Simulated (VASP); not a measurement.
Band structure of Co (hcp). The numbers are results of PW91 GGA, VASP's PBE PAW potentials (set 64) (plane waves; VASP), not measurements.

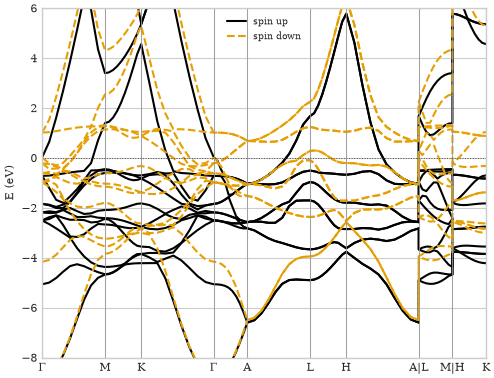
*Bands along high-symmetry lines, zero at the valence-band maximum or, without a gap, the Fermi level*

Problem. Read the plot: is there a gap, and where are the band edges?

Solution. It has no gap at this level: it comes out as a metal or semimetal. (Edges off the drawn lines would not show.)

The compound is Co in the hcp structure. It was relaxed first.
